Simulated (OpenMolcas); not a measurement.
**Ag⁴⁺ among point charges: CASSCF and CASPT2 levels and susceptibility**

How does a field of 6 point charges split the states of Ag⁴⁺, and what χT follows?

Program: OpenMolcas 26.06. Level of theory: state-averaged CASSCF and CASPT2, spin-orbit coupling by RASSI with atomic mean-field integrals. These are calculated values, not measurements, unless marked.

## 1. The atom as given

- Species: Ag⁴⁺ (silver, Z = 47, 43 electrons)
- Basis: ANO-RCC-VDZP [6s5p3d1f], 43 functions
- Scalar Hamiltonian: DKH2, point nucleus
- Inactive shells: 1s 2s 2p 3s 3p 3d 4s 4p
- Active space: 7 electrons in 5 orbitals (4d)
- Some configurations of this space: 4d7
- Orbitals: optimised for each spin and parity, averaged over all roots

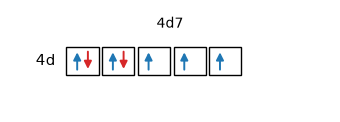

The shells outside the core, filled by Hund's rule for the drawing.

The ion sits among 6 point charges of -1.7 e arranged as a trigonal antiprism (D3d), 1.96 Å from the ion, with a polar angle of 59.7° against the regular 54.74°.

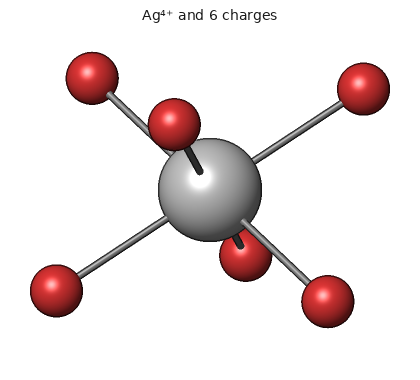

The ion and the point charges (red).

Each step is its own input file, run in one work folder so that later steps find the files of earlier ones. Labels, J, g values, rates, χT and fits are worked out afterwards by a script from the matrices that RASSI stores. The input lists half of the charges; inversion (Group=XYZ) makes the rest.

## 2. Basis and integrals

Input file a.inp:

```
&GATEWAY
Coord
1

Ag 0.0 0.0 0.0
Basis=ANO-RCC-VDZP
Group=XYZ
NoMove
AngMom=0.0 0.0 0.0
AMFI
XField
3 Angstrom 0
0.000000 1.691596 0.990002 -1.700000
1.464965 -0.845798 0.990002 -1.700000
1.464965 0.845798 -0.990002 -1.700000
&SEWARD
```

## 3. CASSCF: quartets of even parity, 10 roots

Input file a.inp:

```
&RASSCF
FileOrb=start.orb
Symmetry=1
Spin=4
nActEl=7 0 0
Inactive=9 9
Ras2=5 0
CIRoot=10 10 1
SDav=10
CIMx=300
Iter=120 100
PrWF=0.3
OrbListing=Nothing
MaxOrb=0
>>> COPY $Project.JobIph JOB001
```

start.orb holds the contracted functions of the basis, ordered by shell, or the orbitals of the step before.

## 4. CASSCF: doublets of even parity, 40 roots

Input file a.inp:

```
&RASSCF
FileOrb=start.orb
Symmetry=1
Spin=2
nActEl=7 0 0
Inactive=9 9
Ras2=5 0
CIRoot=40 40 1
SDav=40
CIMx=300
Iter=120 100
PrWF=0.3
OrbListing=Nothing
MaxOrb=0
>>> COPY $Project.JobIph JOB002
```

## 5. RASSI: spin-orbit coupling between the states

Input file a.inp:

```
&RASSI
NrOfJobIphs=2 10 40
1 2 3 4 5 6 7 8 9 10
1 2 3 4 5 6 7 8 9 10 11 12 13 14 15 16 17 18 19 20 21 22 23 24 25 26 27
28 29 30 31 32 33 34 35 36 37 38 39 40
IphNames
JOB001
JOB002
EJob
SpinOrbit
DIPRint=1.0
SOCoupling=1000.0
Subsets=2
Property=9
'ANGMOM' 1 'ANGMOM' 2 'ANGMOM' 3 'MLTPL  1' 1 'MLTPL  1' 2 'MLTPL  1' 3
'AMFI' 1 'AMFI' 2 'AMFI' 3
SOProperty=3
'ANGMOM' 1 'ANGMOM' 2 'ANGMOM' 3
```

## 6. CASPT2: IPEA 0.25, imaginary shift 0.1 (closed shells correlated: 4s 4p)

Input file a.inp:

```
>>> COPY JOB001 $Project.JobIph
&CASPT2
Multistate=10 1 2 3 4 5 6 7 8 9 10
NoMult
Frozen=8 6
IPEA=0.25
Imaginary=0.1
MaxIter=60
WThr=0.0 0.3 0.05
PrWF=0.5
NoMix
>>> COPY JOB002 $Project.JobIph
&CASPT2
Multistate=40 1 2 3 4 5 6 7 8 9 10 11 12 13 14 15 16 17 18 19 20 21 22
23 24 25 26 27 28 29 30 31 32 33 34 35 36 37 38 39 40
NoMult
Frozen=8 6
IPEA=0.25
Imaginary=0.1
MaxIter=60
WThr=0.0 0.3 0.05
PrWF=0.5
NoMix
```

(Steps that only read results are left out.)

Q: Predict the outcome of this session. Wanted: spin-free ground state; first state of the same spin within the active space; lowest level; next level.

As calculated:

| quantity | value |
| --- | --- |
| method | SS-CASPT2, IPEA 0.25, imaginary shift 0.1 (closed shells correlated: 4s 4p) |
| spin-free ground state | 4E, 2-fold in its orbital part |
| first state of the same spin within the active space | 4A2 at 423 cm⁻¹ |
| lowest level | 2-fold E1/2, g = 2.52, 5.76, 5.76 |
| next level | 777.6 cm⁻¹ |
| χT at 300 K | 3.62 cm³ K/mol |
| effective moment at 300 K | 5.38 μB |

Cost by method:

| method | time of its own steps | time with the reference |
| --- | --- | --- |
| A. CASSCF | 20 s | 20 s |
| B. SS-CASPT2, IPEA 0.25, imaginary shift 0.1, +4s 4p | 6 s | 26 s |

Times are of one thread on a shared host.

The spin-free ground state (4E) comes to 96 % from free-ion F terms and keeps the highest spin of the shell. χT at 300 K is 3.62, against 1.88 cm³ K/mol for the spin alone, so orbital moment adds to it. An active space of the d shell alone favours high spin; real ions in strong fields can be low spin. CASPT2 does not keep the components of a term degenerate, and the means are used. The field of point charges can differ much from that of real complexes. With metal d orbitals alone active, the gaps between spin states are rough; where two lie within a few thousand cm-1, their order is open. This is an electrostatic model: the charges have no orbitals.
